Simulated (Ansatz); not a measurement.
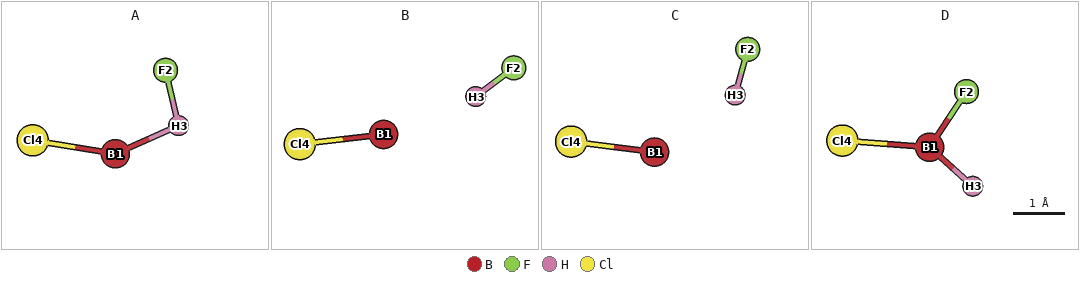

4 geometries from a converged minimum-energy path of BHClF, shuffled. Style: ball-and-stick. Shown face on.

Theory: RKS CAM-B3LYP/def2-TZVP (Ansatz 0.2.0). Settings: 9 movable images; climbing image; force threshold 0.05 eV/Å; iteration limit 60; starting path through a guess of the saddle point.

Which of them lies highest in energy?

Answer. A. In order along the path, whose images run from 0 to 10: D (image 1, +9.9 kcal/mol), A (image 4, +111.8 kcal/mol), C (image 7, +98.7 kcal/mol), B (image 9, +96.6 kcal/mol). Breaking: B1–F2 (1.31 → 1.93 at the top → 2.94 Å), B1–H3 (1.18 → 1.37 at the top → 2.00 Å). Forming: F2–H3 (2.16 → 1.14 at the top → 0.95 Å).

The run took 79 s on 4 threads of Arm Neoverse V1, with other jobs on the host, peak memory 0.18 GiB.
